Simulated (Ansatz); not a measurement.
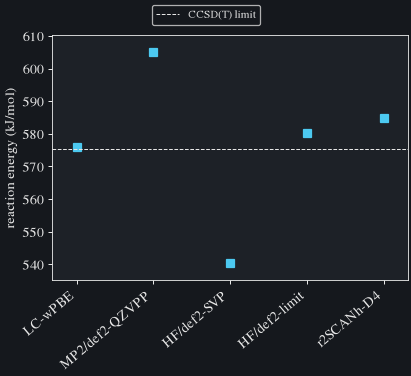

Electronic reaction energy of SiN₂H₆O (N[SiH](N)O) → NH₃O (NO) + SiNH₃ (N[SiH]) [singlet] (SMILES in brackets) at several levels (functionals in def2-TZVPP unless a basis is named), isolated molecules at PBE0-D4 triple-zeta geometries, minima by their frequencies, no zero-point or thermal terms, the Ansatz code. The line is frozen-core CCSD(T) at the basis limit (MP2 extrapolated from triple and quadruple zeta, plus CCSD(T) less MP2 in a smaller set). No dispersion term is added to LC-wPBE. The distance of MP2/def2-QZVPP and HF/def2-SVP to the limit includes basis error. The limit lies 12.2 kJ/mol from CCSD(T)/def2-TZVPP, so the line itself is uncertain by a part of that.

### What range do the values span, the line included?

From 540.3 kJ/mol (HF/def2-SVP) to 605.0 kJ/mol (MP2/def2-QZVPP).

### Give the values.

```
         level  kJ/mol  less CCSD(T) limit
       LC-wPBE   576.0                 0.7
MP2/def2-QZVPP   605.0                29.8
   HF/def2-SVP   540.3               −34.9
 HF/def2-limit   580.4                 5.1
    r2SCANh-D4   584.9                 9.7
 CCSD(T) limit   575.2                 0.0
```
